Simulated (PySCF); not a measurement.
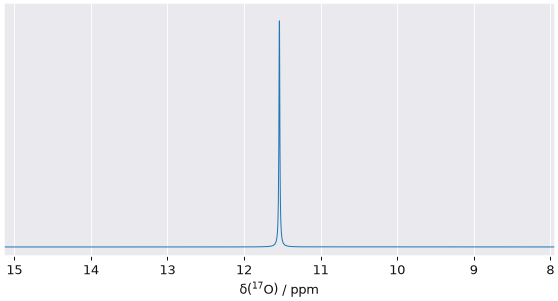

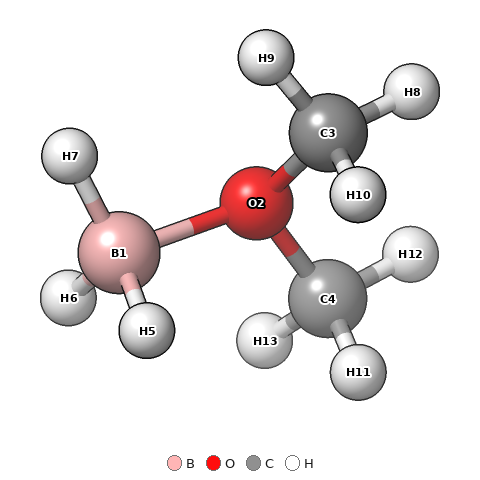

Spectrum and numbered structure of C₂H₉BO, SMILES [BH3-][O+](C)C. GIAO shifts, PBE0/def2-SVP in PySCF 2.14.0, at a PBE0-D3(BJ)/def2-SVP geometry (no frequency check), against H₂O for ¹⁷O computed at the same level (¹⁷O: a single water molecule, while the usual scale starts at liquid water and gives values some tens of ppm lower). Gas phase, fully decoupled, line heights follow the number of nuclei, widths are arbitrary (no quadrupolar broadening); values of one conformer, averaged over methyl-type rotors and exact or near symmetry.

### Where does the ¹⁷O line lie?

At 11.5 ppm (O2).
